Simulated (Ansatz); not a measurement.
Band structure of AlCo (Pm-3m, 2 atoms in the cell).

```xyz
2
Lattice="2.7952 0.0000 0.0000 0.0000 2.7952 0.0000 0.0000 0.0000 2.7952" Properties=species:S:1:pos:R:3 pbc="T T T"
Al     0.0000     0.0000     0.0000
Co     1.3976     1.3976     1.3976
```

Computed with PBE, PAW files (plane waves; Ansatz, a program for electronic structure).

Settings: basis.ecutwfc = 420 eV; kpoints.mp_grid.grid = 9 9 9; hamiltonian.xc = pbe; hamiltonian.pseudopotentials = {kind: paw} (the program's default PAW files); scf.occupations.method = gaussian; scf.occupations.width = 0.272 eV; kpoints.band_path.npoints = 8.

The starting cell comes from a database of computed structures (which also holds hypothetical and non-ambient phases and stackings), without a prior relaxation at this level. Its lattice was rescaled by a random factor within 2.5 % of one. Spin polarisation is off.

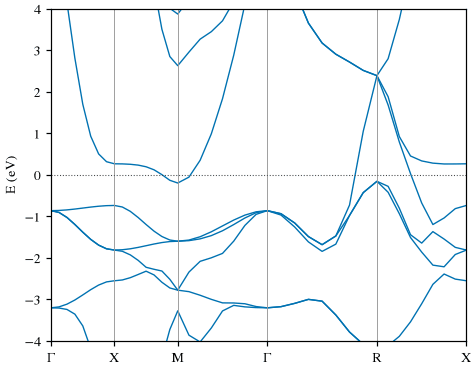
Figure: Bands along the path, energies from the Fermi level.

Levels in eV from the Fermi level, bands 7 to 13:
```tsv
point	7	8	9	10	11	12	13
Γ	-3.20	-0.86	-0.86	-0.86	6.29	6.29	6.29
X	-2.55	-1.81	-1.81	-0.74	0.27	8.44	10.92
M	-2.78	-2.78	-1.60	-1.60	-0.20	2.63	3.87
R	-4.19	-0.16	-0.16	2.39	2.39	2.39	4.71
```

Bands cross the Fermi level along this path, so the cell is metallic at this level.

Keys are those of Ansatz 0.2.
